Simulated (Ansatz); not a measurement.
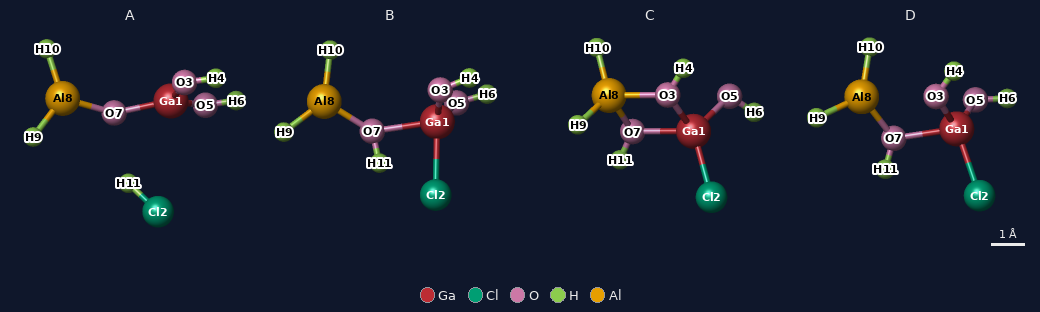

4 geometries from one relaxation of GaAlH5O3Cl, in shuffled order. A ball-and-stick model, seen face on.

The run prepares an end point of a later path (reaction) calculation, from a guessed geometry.

Method: Ansatz 0.2.0, RKS PBE-D4/def2-SVP. (no spin polarisation; force threshold 0.03 eV/Å; at most 50 steps)

Put them in the order of the run, from the start to the converged end.

Answer. A, B, D, C. They are steps 0, 9, 15, 27, at +63.4 kcal/mol, +40.4 kcal/mol, +21.6 kcal/mol relative to the last. After 25 accepted moves (27 points after the start) the energy has fallen by 63.4 kcal/mol. Largest force component: 0.98 eV/Å at the start, 0.018 eV/Å at the end. The line search rejected the trial steps at points 6, 23 of the run. H4 moves most after the best rigid fit: 1.65 Å. By element the largest moves are H 1.65 Å, O 1.23 Å, Cl 1.12 Å, Ga 0.93 Å, Al 0.91 Å. Near-neighbour distances that change, for instance: O3–Al8 3.990 → 1.892 Å, Cl2–H11 1.344 → 3.320 Å, Ga1–Cl2 3.436 → 2.167 Å, O7–H11 2.202 → 0.974 Å. New bonds form, among them: Ga1–Cl2 (3.44 → 2.17 Å), O3–Al8 (3.99 → 1.89 Å), O7–H11 (2.20 → 0.97 Å). Bonds break, among them: Cl2–H11 (1.34 → 3.32 Å). Among the angles between lasting bonds that change: Ga1–O7–Al8 142.5° → 98.5°, O3–Ga1–O7 113.8° → 79.9°, O3–Ga1–O5 128.9° → 106.2°.

Limits of the set-up: the start holds two separate molecules, 2.2 Å apart at their closest, whose relative position is a soft coordinate.
